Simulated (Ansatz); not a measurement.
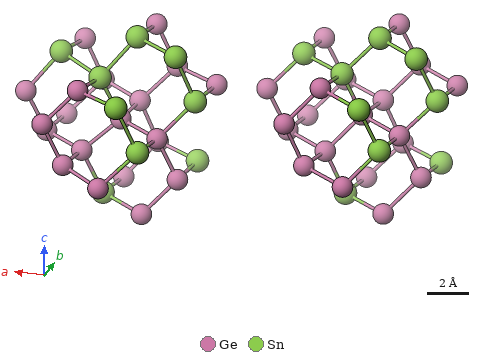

Two geometries of solid Ge$_{44}$Sn$_{20}$ (a generated structure, set up in P1), drawn at one scale. One is the start of a relaxation, the other its converged end. Style: ball-and-stick. Shown: the atoms within 5.0 Å of the atom that moves most (axes of the cell of the calculation), from a free direction.

Theory: DFT, PBEsol, PAW, plane waves in Ansatz. (plane-wave cutoff 420 eV; k-point mesh 1 × 1 × 1; mesh shifted by (0.25, 0.25, 0.25); no spin polarisation; cell relaxed at fixed shape; force threshold 0.03 eV/Å; at most 80 steps)

Which geometry has the lower energy?

Answer. The left one is the relaxed one. Over 5 geometry steps the energy falls by 69.7 meV per atom. Largest force component: 2.2 eV/Å at the start, 0.028 eV/Å at the end. The pressure goes from 1.44 to 0.01 GPa. The largest move relative to the cell is that of a Ge atom, 0.25 Å roughly along [−1 −2 −2]. Largest moves by element: Ge 0.25 Å, Sn 0.19 Å. The drawn cell changes as follows: a = b = c 11.887 → 11.903 Å (+0.1 %); the volume changes by +0.4 %. Some distances before and after: Sn–Sn 2.557 → 2.768 Å, Sn–Sn 2.530 → 2.723 Å, Sn–Sn 2.577 → 2.762 Å, Sn–Sn 2.627 → 2.801 Å. Among the angles between lasting bonds that change: Sn–Sn–Sn 110.9° → 100.7°, Ge–Ge–Sn 110.9° → 103.4°, Ge–Ge–Ge 109.8° → 115.2°. The space group stays P1 (No. 1).
